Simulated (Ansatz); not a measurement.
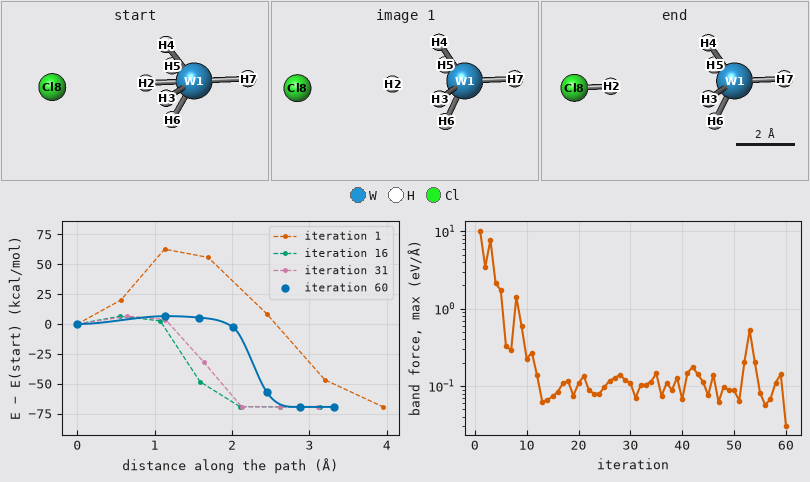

A search for the minimum-energy path of WH$_{6}$Cl (multiplicity 2), made up at the start of WH6 and Cl by the nudged elastic band. Images are numbered from 0 (start) to 6 (end). The plot follows the band through its iterations. A ball-and-stick model, seen at a tilt.

All numbers below come from UHF/def2-SVP (Ansatz). Run with 5 movable images; climbing image; force threshold 0.05 eV/Å; iteration limit 60; starting path through a guess of the saddle point.

**Did the band converge, and can the barrier be trusted?**

The run is converged, with reservations. The band converged in 60 iterations. The largest component of the band force went from 10 to 0.031 eV/Å. The climbing image converged on the top of the path. Its vibrational analysis gives 3 imaginary modes over 30i cm⁻¹, so it isn't confirmed as a transition state. The first iteration put the highest image at 62.7 kcal/mol. The highest point, image 1, lies 6.6 kcal/mol above the start and 76.0 kcal/mol above the end; the end is at −69.4 kcal/mol relative to the start.

Limits of the set-up: the start holds two separate molecules, 3.3 Å apart at their closest, whose relative position is a soft coordinate and is computed without a dispersion correction; Hartree-Fock leaves out electron correlation.

Cost: 13 min on 1 thread of Arm Neoverse V2, on a shared host, peak memory 0.23 GiB.
